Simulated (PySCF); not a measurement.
SMILES c1cnccn1 (C4H4N2) at its PBE0/def2-SVP optimised geometry (Å):

```
10

C     -1.3284    -0.0234     0.0001
C     -0.6146     1.1771     0.0001
N      0.7146     1.2027     0.0000
C      1.3284     0.0234     0.0000
C      0.6146    -1.1771     0.0000
N     -0.7146    -1.2027     0.0001
H     -2.4243    -0.0234     0.0001
H     -1.1386     2.1396     0.0002
H      2.4243     0.0234     0.0000
H      1.1386    -2.1396     0.0000
```

Method: PBE0/def2-TZVP run with PySCF 2.14.0.

Map of the LUMO amplitude (bohr^(-3/2)) on the plane z = 1.0 Å; orbital energy -1.54 eV, overall sign arbitrary:

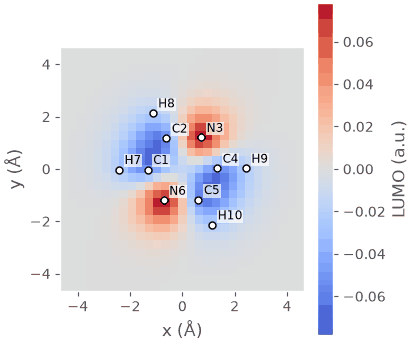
Fig. 1. LUMO amplitude (bohr^(-3/2)) on the plane z = 1.0 Å.
